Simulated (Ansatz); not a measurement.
Run report: CCl2GaNO, molecular dynamics (part 2 of 2)

CCl2GaNO, SMILES O=C=[N][Ga]([Cl])[Cl]; RKS PBE-d4/def2-SVP (Ansatz 0.2.0). The geometry comes from this level: PBE0-D4/def2-TZVP.

Geometry of the input (Å):
```
O  -0.7474  1.5076  2.3073
C  -0.6358  0.7209  1.4601
N  -0.5796  -0.1384  0.6175
Ga 0.3262  -0.5503  -0.8947
Cl -0.1517  -2.3386  -1.8987
Cl 1.8304  0.7348  -1.6375
```

Trajectory as extended XYZ, continued
```
6
Properties=species:S:1:pos:R:3:forces:R:3 step=10 time_fs=5.0 energy=-81960.27518 temperature=517.3
O    -0.7448    1.4773    2.3071   -0.1926   0.6941   0.9377
C    -0.6419    0.6754    1.4635    0.0321   0.9790   0.7220
N    -0.5673   -0.1595    0.6066   -0.1919  -1.3922  -1.0036
Ga    0.3224   -0.5348   -0.9048   -0.2496  -0.3058   0.1361
Cl   -0.1305   -2.3096   -1.9101   -0.2020  -0.6871  -0.4086
Cl    1.8300    0.7099   -1.6113    0.8038   0.7120  -0.3836
6
Properties=species:S:1:pos:R:3:forces:R:3 step=12 time_fs=6.0 energy=-81960.26968 temperature=492.9
O    -0.7450    1.4708    2.3086   -0.2412   0.8885   1.1874
C    -0.6434    0.6696    1.4691    0.1546   0.2321  -0.1383
N    -0.5634   -0.1658    0.6017   -0.3543  -0.8103  -0.2583
Ga    0.3224   -0.5313   -0.9064   -0.2491  -0.3844   0.0740
Cl   -0.1253   -2.3045   -1.9136   -0.2147  -0.7231  -0.4346
Cl    1.8315    0.7045   -1.6070    0.9047   0.7973  -0.4304
6
Properties=species:S:1:pos:R:3:forces:R:3 step=13 time_fs=6.5 energy=-81960.26368 temperature=446.0
O    -0.7450    1.4678    2.3097   -0.2644   0.9891   1.3117
C    -0.6441    0.6676    1.4718    0.2210  -0.1826  -0.6094
N    -0.5617   -0.1690    0.5988   -0.4465  -0.4813   0.1631
Ga    0.3223   -0.5296   -0.9071   -0.2487  -0.4271   0.0371
Cl   -0.1228   -2.3022   -1.9151   -0.2205  -0.7402  -0.4470
Cl    1.8320    0.7019   -1.6050    0.9590   0.8422  -0.4555
6
Properties=species:S:1:pos:R:3:forces:R:3 step=15 time_fs=7.5 energy=-81960.24476 temperature=442.9
O    -0.7456    1.4617    2.3131   -0.2970   1.1270   1.4898
C    -0.6452    0.6637    1.4768    0.3321  -0.8918  -1.4236
N    -0.5594   -0.1746    0.5928   -0.6206   0.1183   0.9459
Ga    0.3226   -0.5258   -0.9085   -0.2576  -0.5209  -0.0370
Cl   -0.1181   -2.2975   -1.9181   -0.2297  -0.7680  -0.4681
Cl    1.8326    0.6973   -1.6009    1.0728   0.9354  -0.5071
6
Properties=species:S:1:pos:R:3:forces:R:3 step=17 time_fs=8.5 energy=-81960.22349 temperature=438.4
O    -0.7457    1.4564    2.3173   -0.3010   1.0863   1.4756
C    -0.6458    0.6589    1.4807    0.3951  -1.2811  -1.8990
N    -0.5583   -0.1804    0.5874   -0.7611   0.5735   1.5606
Ga    0.3232   -0.5218   -0.9101   -0.2854  -0.6258  -0.0981
Cl   -0.1133   -2.2936   -1.9208   -0.2355  -0.7825  -0.4816
Cl    1.8336    0.6927   -1.5967    1.1880   1.0295  -0.5575
6
Properties=species:S:1:pos:R:3:forces:R:3 step=18 time_fs=9.0 energy=-81960.21205 temperature=460.2
O    -0.7456    1.4539    2.3194   -0.2986   1.0417   1.4424
C    -0.6459    0.6561    1.4825    0.4169  -1.4155  -2.0745
N    -0.5579   -0.1835    0.5850   -0.8208   0.7635   1.8230
Ga    0.3235   -0.5196   -0.9111   -0.3050  -0.6786  -0.1216
Cl   -0.1108   -2.2917   -1.9222   -0.2379  -0.7874  -0.4874
Cl    1.8343    0.6907   -1.5944    1.2454   1.0764  -0.5819
6
Properties=species:S:1:pos:R:3:forces:R:3 step=20 time_fs=10.0 energy=-81960.19741 temperature=419.6
O    -0.7449    1.4491    2.3240   -0.2712   0.8113   1.2207
C    -0.6455    0.6497    1.4848    0.4096  -1.3587  -2.0635
N    -0.5578   -0.1886    0.5816   -0.8887   0.9547   2.1068
Ga    0.3240   -0.5151   -0.9132   -0.3464  -0.7660  -0.1477
Cl   -0.1056   -2.2878   -1.9251   -0.2429  -0.7951  -0.4972
Cl    1.8367    0.6873   -1.5899    1.3396   1.1539  -0.6192
6
Properties=species:S:1:pos:R:3:forces:R:3 step=22 time_fs=11.0 energy=-81960.19171 temperature=404.7
O    -0.7437    1.4443    2.3294   -0.2154   0.4159   0.8191
C    -0.6441    0.6422    1.4853    0.3383  -0.9308  -1.6403
N    -0.5586   -0.1919    0.5791   -0.8993   0.9376   2.1269
Ga    0.3241   -0.5108   -0.9155   -0.3916  -0.8365  -0.1524
Cl   -0.1004   -2.2843   -1.9277   -0.2485  -0.8040  -0.5064
Cl    1.8392    0.6846   -1.5859    1.4165   1.2179  -0.6469
6
Properties=species:S:1:pos:R:3:forces:R:3 step=23 time_fs=11.5 energy=-81960.18926 temperature=435.2
O    -0.7431    1.4421    2.3315   -0.1832   0.2012   0.5997
C    -0.6432    0.6382    1.4848    0.2885  -0.6406  -1.3440
N    -0.5594   -0.1930    0.5779   -0.8896   0.8696   2.0632
Ga    0.3241   -0.5088   -0.9167   -0.4149  -0.8639  -0.1465
Cl   -0.0975   -2.2823   -1.9289   -0.2530  -0.8141  -0.5137
Cl    1.8404    0.6831   -1.5840    1.4522   1.2478  -0.6587
6
Properties=species:S:1:pos:R:3:forces:R:3 step=25 time_fs=12.5 energy=-81960.18508 temperature=454.3
O    -0.7425    1.4381    2.3356   -0.1125  -0.2827   0.1074
C    -0.6422    0.6292    1.4835    0.1657   0.1471  -0.5296
N    -0.5613   -0.1937    0.5765   -0.8358   0.5782   1.7403
Ga    0.3233   -0.5048   -0.9192   -0.4649  -0.9078  -0.1177
Cl   -0.0917   -2.2787   -1.9315   -0.2620  -0.8310  -0.5258
Cl    1.8434    0.6804   -1.5799    1.5094   1.2962  -0.6746
6
Properties=species:S:1:pos:R:3:forces:R:3 step=27 time_fs=13.5 energy=-81960.17618 temperature=432.4
O    -0.7430    1.4345    2.3398   -0.0284  -0.8210  -0.4441
C    -0.6412    0.6193    1.4815    0.0110   1.1145   0.4949
N    -0.5644   -0.1943    0.5763   -0.7423   0.1569   1.2345
Ga    0.3226   -0.5009   -0.9215   -0.5244  -0.9529  -0.0759
Cl   -0.0861   -2.2757   -1.9345   -0.2670  -0.8304  -0.5272
Cl    1.8468    0.6779   -1.5759    1.5512   1.3328  -0.6821
6
Properties=species:S:1:pos:R:3:forces:R:3 step=28 time_fs=14.0 energy=-81960.16913 temperature=422.7
O    -0.7435    1.4325    2.3417    0.0112  -1.0517  -0.6847
C    -0.6407    0.6149    1.4803   -0.0662   1.5795   1.0010
N    -0.5661   -0.1946    0.5768   -0.6849  -0.0766   0.9380
Ga    0.3223   -0.4988   -0.9228   -0.5605  -0.9727  -0.0439
Cl   -0.0836   -2.2742   -1.9362   -0.2690  -0.8270  -0.5262
Cl    1.8488    0.6768   -1.5738    1.5694   1.3486  -0.6842
6
Properties=species:S:1:pos:R:3:forces:R:3 step=30 time_fs=15.0 energy=-81960.15273 temperature=439.4
O    -0.7454    1.4285    2.3450    0.0686  -1.3395  -0.9814
C    -0.6403    0.6078    1.4794   -0.1814   2.2311   1.7101
N    -0.5695   -0.1949    0.5777   -0.5854  -0.4444   0.4560
Ga    0.3216   -0.4944   -0.9254   -0.6466  -1.0145   0.0340
Cl   -0.0789   -2.2710   -1.9395   -0.2733  -0.8206  -0.5247
Cl    1.8529    0.6741   -1.5693    1.6181   1.3878  -0.6940
6
Properties=species:S:1:pos:R:3:forces:R:3 step=32 time_fs=16.0 energy=-81960.14296 temperature=438.7
O    -0.7464    1.4239    2.3478    0.0870  -1.4164  -1.0600
C    -0.6410    0.6029    1.4802   -0.2290   2.5336   2.0440
N    -0.5725   -0.1956    0.5794   -0.4976  -0.6854   0.0960
Ga    0.3208   -0.4901   -0.9289   -0.7397  -1.0236   0.1533
Cl   -0.0737   -2.2677   -1.9423   -0.2809  -0.8289  -0.5323
Cl    1.8577    0.6716   -1.5645    1.6603   1.4208  -0.7010
6
Properties=species:S:1:pos:R:3:forces:R:3 step=33 time_fs=16.5 energy=-81960.14359 temperature=492.8
O    -0.7470    1.4211    2.3491    0.0848  -1.3720  -1.0189
C    -0.6415    0.6016    1.4810   -0.2311   2.5225   2.0431
N    -0.5742   -0.1966    0.5804   -0.4633  -0.7290  -0.0001
Ga    0.3203   -0.4879   -0.9306   -0.7794  -1.0206   0.2127
Cl   -0.0712   -2.2663   -1.9436   -0.2838  -0.8311  -0.5358
Cl    1.8604    0.6708   -1.5618    1.6728   1.4302  -0.7010
6
Properties=species:S:1:pos:R:3:forces:R:3 step=35 time_fs=17.5 energy=-81960.15767 temperature=546.8
O    -0.7475    1.4139    2.3507    0.0431  -1.0122  -0.6532
C    -0.6430    0.6013    1.4843   -0.1775   2.0815   1.5867
N    -0.5780   -0.1987    0.5828   -0.4050  -0.6771  -0.0448
Ga    0.3191   -0.4835   -0.9345   -0.8553  -0.9924   0.3517
Cl   -0.0664   -2.2635   -1.9461   -0.2892  -0.8368  -0.5442
Cl    1.8666    0.6697   -1.5565    1.6839   1.4369  -0.6962
6
Properties=species:S:1:pos:R:3:forces:R:3 step=37 time_fs=18.5 energy=-81960.17258 temperature=507.1
O    -0.7474    1.4057    2.3502   -0.0438  -0.3662   0.0313
C    -0.6453    0.6030    1.4887   -0.0580   1.2230   0.6531
N    -0.5818   -0.2000    0.5843   -0.3775  -0.4949   0.0795
Ga    0.3174   -0.4791   -0.9383   -0.9144  -0.9536   0.4805
Cl   -0.0612   -2.2607   -1.9484   -0.2943  -0.8451  -0.5544
Cl    1.8726    0.6693   -1.5511    1.6879   1.4369  -0.6900
6
Properties=species:S:1:pos:R:3:forces:R:3 step=38 time_fs=19.0 energy=-81960.17594 temperature=497.0
O    -0.7470    1.4016    2.3496   -0.0920  -0.0011   0.4208
C    -0.6466    0.6041    1.4908    0.0052   0.7695   0.1605
N    -0.5843   -0.2006    0.5853   -0.3582  -0.4224   0.1142
Ga    0.3165   -0.4770   -0.9400   -0.9413  -0.9249   0.5504
Cl   -0.0587   -2.2592   -1.9494   -0.2976  -0.8537  -0.5617
Cl    1.8755    0.6691   -1.5487    1.6840   1.4326  -0.6843
6
Properties=species:S:1:pos:R:3:forces:R:3 step=40 time_fs=20.0 energy=-81960.17219 temperature=531.2
O    -0.7463    1.3931    2.3486   -0.1951   0.8219   1.3056
C    -0.6492    0.6069    1.4954    0.1370  -0.2380  -0.9365
N    -0.5898   -0.2015    0.5877   -0.3147  -0.2708   0.1827
Ga    0.3147   -0.4731   -0.9430   -0.9951  -0.8637   0.6948
Cl   -0.0541   -2.2565   -1.9507   -0.3036  -0.8694  -0.5752
Cl    1.8816    0.6684   -1.5435    1.6715   1.4200  -0.6714
6
Properties=species:S:1:pos:R:3:forces:R:3 step=42 time_fs=21.0 energy=-81960.15620 temperature=523.4
O    -0.7452    1.3850    2.3481   -0.2907   1.5958   2.1534
C    -0.6528    0.6087    1.4994    0.2523  -1.0585  -1.8414
N    -0.5958   -0.2009    0.5904   -0.2541  -0.2562   0.0855
Ga    0.3125   -0.4693   -0.9461   -1.0464  -0.8027   0.8385
Cl   -0.0504   -2.2542   -1.9524   -0.3080  -0.8759  -0.5831
Cl    1.8883    0.6676   -1.5375    1.6470   1.3977  -0.6529
6
Properties=species:S:1:pos:R:3:forces:R:3 step=43 time_fs=21.5 energy=-81960.14479 temperature=554.0
O    -0.7443    1.3807    2.3481   -0.3337   1.9583   2.5573
C    -0.6550    0.6090    1.5013    0.3016  -1.3807  -2.2018
N    -0.5990   -0.1997    0.5919   -0.2166  -0.3124  -0.0392
Ga    0.3113   -0.4674   -0.9477   -1.0739  -0.7733   0.9115
Cl   -0.0489   -2.2530   -1.9534   -0.3098  -0.8768  -0.5852
Cl    1.8916    0.6673   -1.5343    1.6325   1.3848  -0.6425
6
Properties=species:S:1:pos:R:3:forces:R:3 step=45 time_fs=22.5 energy=-81960.12310 temperature=589.6
O    -0.7427    1.3728    2.3491   -0.3944   2.5290   3.2056
C    -0.6591    0.6078    1.5049    0.3647  -1.7774  -2.6611
N    -0.6053   -0.1972    0.5952   -0.1345  -0.5142  -0.3842
Ga    0.3084   -0.4637   -0.9506   -1.1064  -0.7128   1.0383
Cl   -0.0453   -2.2509   -1.9559   -0.3124  -0.8701  -0.5845
Cl    1.8987    0.6670   -1.5278    1.5829   1.3455  -0.6140
6
Properties=species:S:1:pos:R:3:forces:R:3 step=47 time_fs=23.5 energy=-81960.11325 temperature=569.8
O    -0.7412    1.3669    2.3508   -0.4077   2.7801   3.4933
C    -0.6627    0.6054    1.5065    0.3593  -1.6775  -2.5440
N    -0.6126   -0.1951    0.6000   -0.0199  -0.8902  -0.9574
Ga    0.3052   -0.4607   -0.9536   -1.1116  -0.6331   1.1606
Cl   -0.0408   -2.2496   -1.9586   -0.3145  -0.8611  -0.5816
Cl    1.9064    0.6677   -1.5217    1.4944   1.2817  -0.5708
6
Properties=species:S:1:pos:R:3:forces:R:3 step=48 time_fs=24.0 energy=-81960.11586 temperature=560.0
O    -0.7407    1.3651    2.3523   -0.3920   2.7236   3.4287
C    -0.6643    0.6040    1.5062    0.3278  -1.3899  -2.2057
N    -0.6167   -0.1944    0.6025    0.0441  -1.1312  -1.3125
Ga    0.3036   -0.4592   -0.9551   -1.1078  -0.5979   1.2117
Cl   -0.0386   -2.2492   -1.9602   -0.3138  -0.8493  -0.5760
Cl    1.9102    0.6685   -1.5186    1.4416   1.2447  -0.5461
6
Properties=species:S:1:pos:R:3:forces:R:3 step=50 time_fs=25.0 energy=-81960.13123 temperature=584.2
O    -0.7399    1.3630    2.3561   -0.3316   2.3246   2.9672
C    -0.6665    0.6008    1.5034    0.2343  -0.5543  -1.2165
N    -0.6242   -0.1949    0.6065    0.1526  -1.5779  -1.9653
Ga    0.3005   -0.4562   -0.9584   -1.0836  -0.5560   1.2696
Cl   -0.0345   -2.2493   -1.9638   -0.3084  -0.8088  -0.5565
Cl    1.9177    0.6706   -1.5122    1.3366   1.1724  -0.4985
```

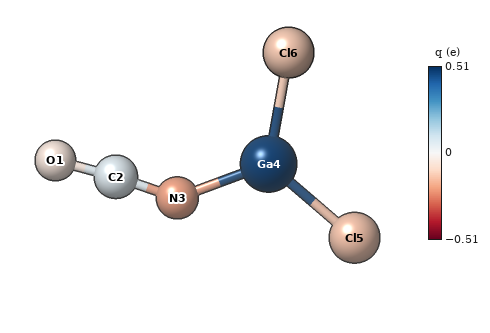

Figure 1. Mulliken charges, as the colour of each atom (ball-and-stick view, seen on its broad side; atoms are numbered from 1 in the order of the input). By element: O −0.06, C +0.06, N −0.22, Ga +0.49 and Cl −0.15 to −0.13 e.
